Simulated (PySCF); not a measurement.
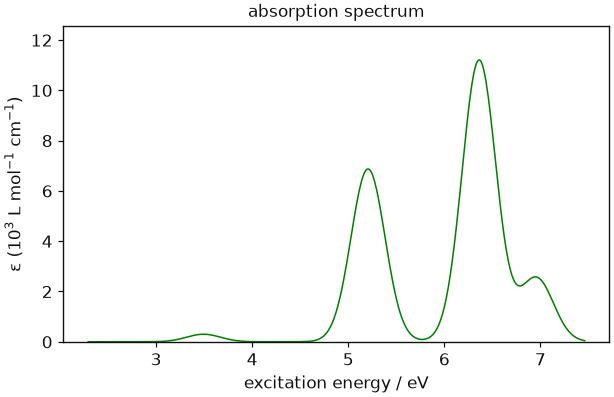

Vertical TDDFT excitations, ωB97X-D/def2-SVPD with PySCF, at a GFN2-xTB geometry (no frequency check), gas phase. The lowest 8 singlet states are shown; each is broadened by a Gaussian of 1/e half-width 0.25 eV.

Which molecule gives this spectrum?
A. C₂H₉ClSi₃, SMILES Cl[C@@H]1C[SiH2][SiH2][SiH2]1
B. C₃H₈BClSi, SMILES B[SiH2][C@@H](Cl)C=C
C. C₄H₇N₃OSi, SMILES Cc1ncnnc1O[SiH3]

Answer. Option C. Its lowest singlet lies at 3.49 eV (f = 0.005) and the brightest of those computed is S5 at 6.36 eV (195 nm), f = 0.173, mainly HOMO−1 → LUMO+1 (88 %).

Note: the tight-binding geometry is rougher than a DFT one and adds to the error; one conformer of a flexible molecule; core orbitals are frozen in the response.
